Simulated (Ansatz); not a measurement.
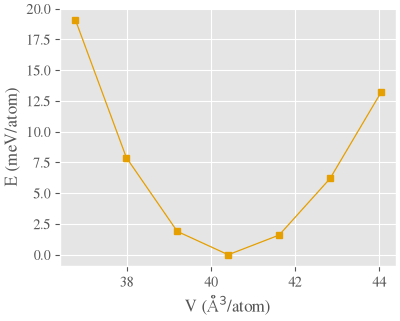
*CsBr (CsCl type, Pm-3m) under volume change, plane-wave PAW r²SCAN (Ansatz code), scaled uniformly.*

### Question
What does a third-order Birch–Murnaghan fit give for V₀, B₀ and B′?

### Answer
V₀ = 40.41 Å³/atom, B₀ = 15.4 GPa, B′ = 5.2.

Symmetry was held in the r²SCAN relaxation. Spin–orbit coupling is left out wherever it is not named.

Potentials: the later of the program's two PAW sets.
